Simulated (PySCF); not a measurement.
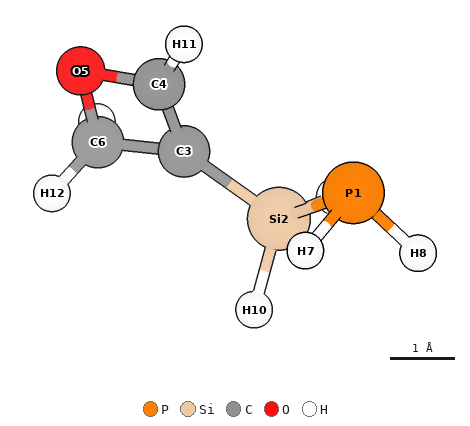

Figure 1. The structure (ball-and-stick view, seen at a tilt; atoms are numbered from 1 in the order of the input). Bond lengths as drawn: C–C 1.35 to 1.52 Å, C–H 1.09 to 1.10 Å, C–O 1.36 to 1.45 Å, C–Si 1.84 Å, H–P 1.43 Å, H–Si 1.50 Å and P–Si 2.27 Å.

## What a change does: excited-state calculation on C$_{3}$H$_{7}$OPSi

System: C$_{3}$H$_{7}$OPSi, SMILES P[SiH2]C1=COC1.
Method of run A: TDDFT PBE0/def2-SVP, vertical, gas phase, core orbitals frozen in the response (PySCF 2.14.0).

The geometry comes from this level: PBE0-D3(BJ)/def2-SVP. Text and figures count atoms from 1; the logs count them from 0 in places.

Input file, run A:
```
{"job": {"kind": "uv", "xc": "PBE0", "basis": "def2-SVP"}, "charge": 0, "multiplicity": 1}
P      2.534440     0.627404    -0.570275
Si     0.979116    -0.855079     0.148724
C     -0.653603    -0.053481    -0.141499
C     -1.105766     1.003728    -0.854154
O     -2.428094     0.954245    -0.547811
C     -2.104909    -0.205873     0.266186
H      2.533342     1.373821     0.647778
H      3.645161    -0.185661    -0.187168
H      1.156442    -2.109867    -0.650067
H      1.127522    -1.225330     1.591851
H     -0.709088     1.773408    -1.523101
H     -2.350678    -0.018311     1.322786
H     -2.636786    -1.095803    -0.104156
```

The first line tells a small driver script what to run in PySCF; the rest is the geometry in Å.

Command:
```bash
OMP_NUM_THREADS=1 python <driver script> task.json out
```

Hardware: 1 CPU thread, shared host.

Output (run A):
```
coarse grid: 11936 points
cycle   1  E = -823.5576417360  dE =  6.677e-01  |g| = 5.170e-01  |ddm| = 3.648e+00
cycle   2  E = -823.4956989926  dE =  6.194e-02  |g| = 7.750e-01  |ddm| = 1.095e+00
cycle   3  E = -823.6116483632  dE = -1.159e-01  |g| = 1.076e-01  |ddm| = 6.495e-01
cycle   4  E = -823.6134346567  dE = -1.786e-03  |g| = 5.739e-02  |ddm| = 1.402e-01
cycle   5  E = -823.6142279296  dE = -7.933e-04  |g| = 1.337e-02  |ddm| = 6.023e-02
cycle   6  E = -823.6142730201  dE = -4.509e-05  |g| = 4.097e-03  |ddm| = 1.867e-02
cycle   7  E = -823.6142776138  dE = -4.594e-06  |g| = 4.400e-04  |ddm| = 4.968e-03
final grid: 106288 points
cycle   8  E = -823.7207730288  dE = -7.195e-06  |g| = 1.005e-02  |ddm| = 2.618e-02
cycle   9  E = -823.7207333850  dE =  3.964e-05  |g| = 1.739e-02  |ddm| = 2.065e-02
cycle  10  E = -823.7207932834  dE = -5.990e-05  |g| = 1.906e-03  |ddm| = 1.345e-02
cycle  11  E = -823.7207942286  dE = -9.451e-07  |g| = 2.531e-04  |ddm| = 2.081e-03
cycle  12  E = -823.7207942429  dE = -1.436e-08  |g| = 1.018e-04  |ddm| = 3.751e-04
cycle  13  E = -823.7207942456  dE = -2.690e-09  |g| = 1.714e-05  |ddm| = 1.224e-04
cycle  14  E = -823.7207942457  dE = -6.730e-11  |g| = 5.545e-06  |ddm| = 2.731e-05
converged SCF energy = -823.7207942457

Static polarisability (au): isotropic 80.687, principal 61.480 83.494 97.086

Singlet excitations
state   eV       nm        f      main configurations
  1   5.9981    206.7   0.19991   H->L 0.87
  2   6.2986    196.8   0.01143   H-1->L 0.77, H->L+1 0.16
  3   6.4449    192.4   0.05867   H->L+1 0.71, H-1->L 0.17
  4   6.5507    189.3   0.01136   H->L+2 0.49, H->L+3 0.37
  5   6.7478    183.7   0.00283   H->L+3 0.56, H->L+2 0.37
  6   6.9298    178.9   0.03686   H-1->L+1 0.53, H-1->L+2 0.34
  7   7.1957    172.3   0.01632   H-1->L+3 0.53, H-2->L 0.28, H-1->L+2 0.09
  8   7.2594    170.8   0.00487   H-2->L 0.49, H-1->L+3 0.38
  9   7.3826    167.9   0.01011   H->L+4 0.60, H->L+5 0.16
 10   7.4156    167.2   0.16964   H-1->L+2 0.43, H-1->L+1 0.30

Triplet excitations (Tamm-Dancoff, eV): 3.7761 5.6929 5.8200 6.2012
```

For run B the input was changed thus:
```diff
-"basis": "def2-SVP"
+"basis": "def2-TZVP"
```

How does run B compare with run A?

The total energy of run B is 272.0 kcal/mol lower, which measures the change of basis and not a stability. The HOMO goes from −6.78 to −6.85 eV. The LUMO goes from −0.16 to −0.29 eV. The dipole moment goes from 1.17 to 0.99 D. The lowest excitation goes from 6.00 to 5.79 eV. The strongest computed line goes from 6.00 to 6.97 eV. The number of SCF iterations is the same. The basis functions go from 127 to 240.

Output (run B):
```
coarse grid: 11936 points
cycle   1  E = -824.1018980367  dE =  6.966e-01  |g| = 5.484e-01  |ddm| = 2.776e+00
cycle   2  E = -824.0305627478  dE =  7.134e-02  |g| = 8.352e-01  |ddm| = 1.131e+00
cycle   3  E = -824.1575859062  dE = -1.270e-01  |g| = 1.216e-01  |ddm| = 7.636e-01
cycle   4  E = -824.1595063248  dE = -1.920e-03  |g| = 6.908e-02  |ddm| = 1.190e-01
cycle   5  E = -824.1606087190  dE = -1.102e-03  |g| = 1.491e-02  |ddm| = 5.100e-02
cycle   6  E = -824.1606571252  dE = -4.841e-05  |g| = 5.761e-03  |ddm| = 1.374e-02
cycle   7  E = -824.1606654533  dE = -8.328e-06  |g| = 6.974e-04  |ddm| = 4.664e-03
final grid: 106288 points
cycle   8  E = -824.1542073704  dE = -3.055e-05  |g| = 1.095e-02  |ddm| = 4.278e-02
cycle   9  E = -824.1541665494  dE =  4.082e-05  |g| = 1.841e-02  |ddm| = 1.704e-02
cycle  10  E = -824.1542281335  dE = -6.158e-05  |g| = 2.358e-03  |ddm| = 1.181e-02
cycle  11  E = -824.1542293749  dE = -1.241e-06  |g| = 4.556e-04  |ddm| = 2.020e-03
cycle  12  E = -824.1542294163  dE = -4.141e-08  |g| = 1.669e-04  |ddm| = 3.641e-04
cycle  13  E = -824.1542294231  dE = -6.812e-09  |g| = 3.967e-05  |ddm| = 1.527e-04
cycle  14  E = -824.1542294235  dE = -3.668e-10  |g| = 7.738e-06  |ddm| = 3.268e-05
converged SCF energy = -824.1542294235

Static polarisability (au): isotropic 90.302, principal 69.107 92.582 109.216

Singlet excitations
state   eV       nm        f      main configurations
  1   5.7893    214.2   0.12001   H->L 0.74, H->L+1 0.20
  2   6.1022    203.2   0.07283   H->L+1 0.62, H-1->L 0.18, H->L 0.14
  3   6.1784    200.7   0.00125   H->L+2 0.62, H->L+3 0.21, H-1->L 0.09
  4   6.2657    197.9   0.06895   H-1->L 0.67, H->L+1 0.11
  5   6.3598    194.9   0.00209   H->L+3 0.69, H->L+2 0.20
  6   6.4952    190.9   0.03878   H-1->L+2 0.42, H-1->L+1 0.40, H->L+2 0.08
  7   6.7820    182.8   0.06376   H-1->L+3 0.46, H-1->L+2 0.20, H->L+4 0.15
  8   6.8205    181.8   0.01725   H->L+4 0.64, H-1->L+3 0.15, H->L+5 0.12
  9   6.9670    178.0   0.13993   H-1->L+3 0.35, H-1->L+1 0.29, H-1->L+2 0.23
 10   7.0795    175.1   0.00968   H->L+5 0.57, H-2->L 0.20, H->L+4 0.09

Triplet excitations (Tamm-Dancoff, eV): 3.7615 5.4179 5.5124 5.8609
```

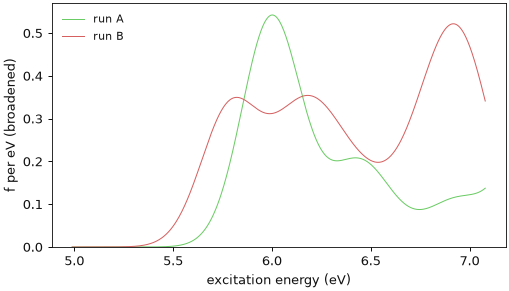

Figure 2. Absorption of the two runs from their computed states, each broadened by a Gaussian of 0.35 eV full width; the range ends where the shorter list of states ends.

The two runs side by side:

| quantity | run A | run B |
| --- | --- | --- |
| outcome | converged | converged |
| total energy (hartree) | −823.720794 | −824.154229 |
| HOMO (eV) | −6.78 | −6.85 |
| LUMO (eV) | −0.16 | −0.29 |
| dipole moment (D) | 1.17 | 0.99 |
| lowest excitation (eV) | 6.00 | 5.79 |
| SCF iterations | 14 | 14 |
| strongest computed line (eV) | 6.00 | 6.97 |
| basis functions | 127 | 240 |
| wall time (shared host) | 16 s | 44 s |
